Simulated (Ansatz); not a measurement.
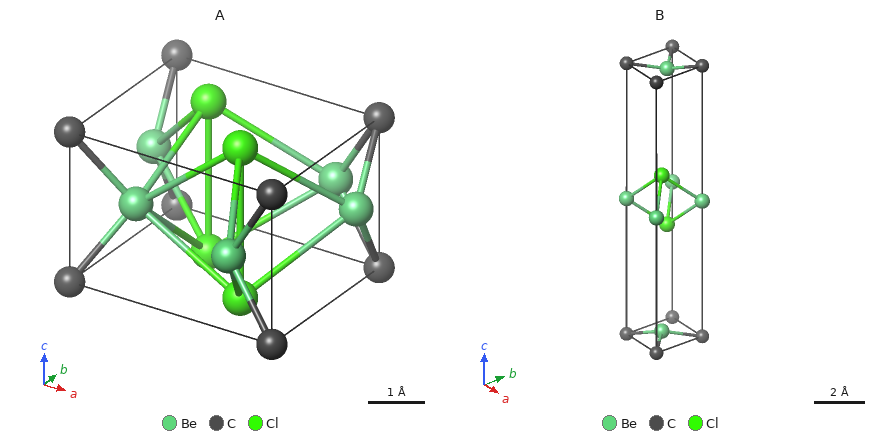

Two structures of Be₃CCl₂, each relaxed to rest (conventional cells in solid outline, small ones repeated, not to one scale). Method: DFT PBE, scalar-relativistic, plane waves, PAW (Ansatz 0.2.0), without spin polarisation.

> State the structure in each panel.

A: 6 atoms a cell on a primitive hexagonal lattice, P-62m. B: 6 atoms a cell on a primitive hexagonal lattice, P-3m1.

> Which polymorph is favoured?

B is lower, by 496 meV/atom at this level of theory (energies at zero smearing). Volumes: A 12.9, B 15.9 Å³/atom.

One or both may be structure types tried for this composition rather than known phases.
